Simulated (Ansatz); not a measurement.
# SiH₄O₂ (SMILES O[SiH2]O): a rigid scan of the angle H5–Si2–O3

Aim: the energy along the angle H5–Si2–O3, from CCSD(T) and from cheaper methods, relative to the minimum. No other atom is relaxed.

Computed with Ansatz 0.2.0, Gaussian basis. Level: single points in def2-TZVPP.

Levels: PBE-D4, r2SCAN-D4, PBE0-D4, B3LYP-D4, wB97M-V, Hartree-Fock, MP2, CCSD, CCSD(T). The scan takes 73.8, 81.3, 88.8, 96.3, 103.8, 111.3, 118.8, 126.3, 133.8°.

Cores are frozen in the correlated methods. B3LYP uses VWN-RPA correlation.

38 further runs of the same task are left out: 38 set aside as unsound or not needed.

### 1 Starting geometry

The minimum, relaxed at PBE0-D4: SMILES `O[SiH2]O`, 7 atoms, charge 0, spin multiplicity 1.

Atoms are counted from 1 here; the program's logs count them from 0.

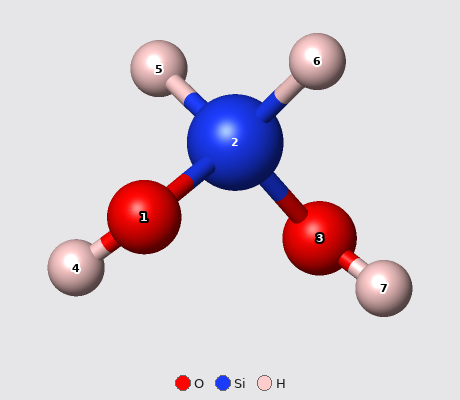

As it starts; oxygen red, silicon blue, hydrogen pink; atoms are numbered from 1 in the order of the file.

As a file:

```
O    -1.41104   -0.12877    0.26468
Si    0.12018    0.40797    0.01436
O     1.18797   -0.79271   -0.32238
H    -1.87339   -0.52062   -0.47771
H     0.19726    1.29327   -1.17053
H     0.46435    1.10187    1.27681
H     1.37598   -1.42911    0.36907
```

Energies of the minimum (eV), from earlier single points: PBE-D4 -12033.05449, r2SCAN-D4 -12038.89437, PBE0-D4 -12033.89191, B3LYP-D4 -12042.48654, wB97M-V -12039.70416, CCSD(T) -12022.62200.

At the minimum the angle H5–Si2–O3 is 103.8°.

### 2 H5–Si2–O3 = 73.8°

ccsdt-tzvpp/in.yaml reads:

```yaml
crystal:
  periodic: [false, false, false]
  atoms:
    - {symbol: O, position_ang: [-1.411040, -0.128767, 0.264678]}
    - {symbol: Si, position_ang: [0.120176, 0.407969, 0.014363]}
    - {symbol: O, position_ang: [1.187966, -0.792714, -0.322380]}
    - {symbol: H, position_ang: [-1.873391, -0.520616, -0.477713]}
    - {symbol: H, position_ang: [0.693081, 0.725059, -1.314132]}
    - {symbol: H, position_ang: [0.464347, 1.101869, 1.276811]}
    - {symbol: H, position_ang: [1.375979, -1.429113, 0.369068]}
basis:
  gaussian: {orbitals: def2-TZVPP}
correlation: {method: ccsd_t}
```

The command line of these runs was not kept.

After this run come: H5–Si2–O3 = 81.3°; H5–Si2–O3 = 88.8°; H5–Si2–O3 = 96.3°; H5–Si2–O3 = 103.8°; H5–Si2–O3 = 111.3°; H5–Si2–O3 = 118.8°; H5–Si2–O3 = 126.3°; H5–Si2–O3 = 133.8°.

Before running it: what results should come out? Wanted: highest point, CCSD(T); lowest point, CCSD(T); minimum along the scan, CCSD(T); RMS deviation from CCSD(T); largest T1 diagnostic.

**Answer**, as computed:

| quantity | value |
| --- | --- |
| highest point, CCSD(T) | 89.2 kJ/mol at 73.8° |
| lowest point, CCSD(T) | 0.0 kJ/mol at 103.8° |
| minimum along the scan, CCSD(T) | 103.9° |
| curvature there | 1.76 meV/deg² |
| RMS deviation from CCSD(T) | PBE-D4 3.9, r2SCAN-D4 1.3, PBE0-D4 1.6, B3LYP-D4 0.8, wB97M-V 1.1, Hartree-Fock 6.6, MP2 0.7, CCSD 0.8 kJ/mol |
| largest T1 diagnostic | 0.012 |

In words: A polynomial through the near points puts the CCSD(T) minimum 0.1° above the PBE0-D4 value. Curvature against CCSD(T): PBE-D4 -8 %, Hartree-Fock +11 %. MP2 follows the CCSD(T) curve best and Hartree-Fock worst.
